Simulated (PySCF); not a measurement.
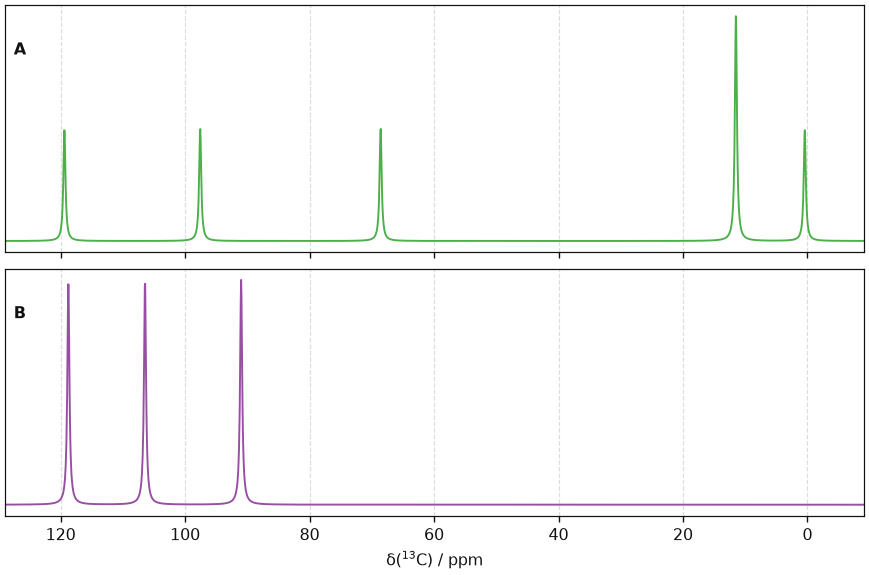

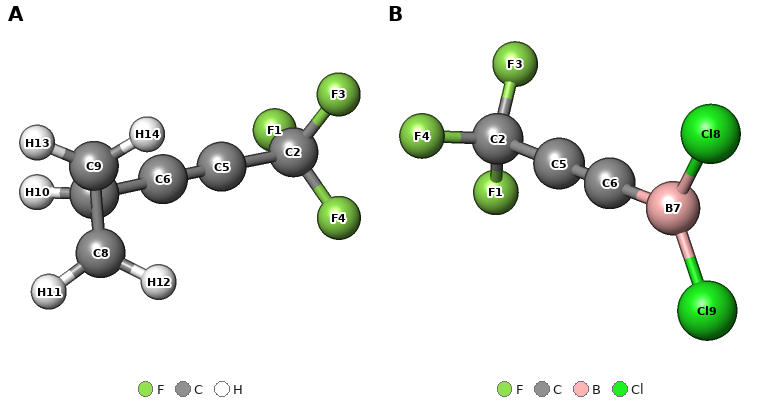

Related molecules: A is C₆H₅F₃, SMILES FC(F)(F)C#CC1CC1; B is C₃BCl₂F₃, SMILES FC(F)(F)C#CB(Cl)Cl. GIAO ¹³C shifts against TMS, PBE0/pcSseg-1, PySCF 2.14.0, at a PBE0-D3(BJ)/def2-SVP geometry (no frequency check); fully decoupled, line heights follow the number of nuclei within a panel, widths are arbitrary (no quadrupolar broadening); values of one conformer, averaged over methyl-type rotors and exact or near symmetry.

### Assign the ¹³C signals of each molecule.

A: 119.4 (C2); 97.6 (C6); 68.6 (C5); 11.5 (C8, C9); 0.4 (C7)
B: 118.8 (C2); 106.4 (C5); 91.0 (C6)
